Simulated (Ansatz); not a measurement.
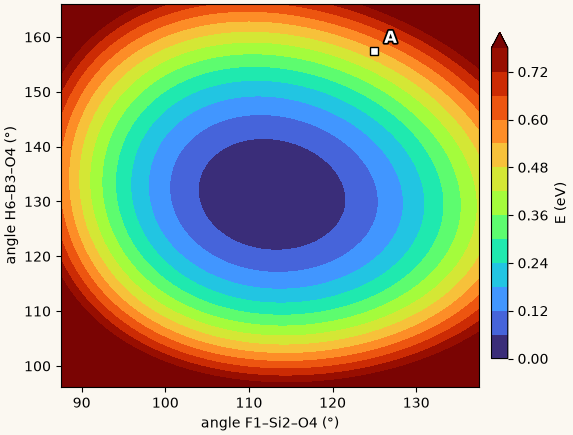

BFH2OSi, SMILES F[SiH]1BO1. Coordinates scanned: (1) angle F1–Si2–O4; (2) angle H6–B3–O4. Nothing is relaxed (all other coordinates rigid). Grid: 9 × 9 points. Points are written as (first, second). Energies are in eV, from the relaxed molecule at the same level. Method: Ansatz 0.2.0, RKS wB97X-V/def2-SVP.

In the figure: filled contours, one colour for all values above the top of the scale, the point A. Between grid points the surface is interpolated.

> Which way does the force act at A, and how strong is it?

A, at (125.0°, 157.4°), is not a stationary point. The computed force is 0.02 eV for each degree towards smaller values of angle F1–Si2–O4 and 0.029 eV for each degree towards smaller values of angle H6–B3–O4.
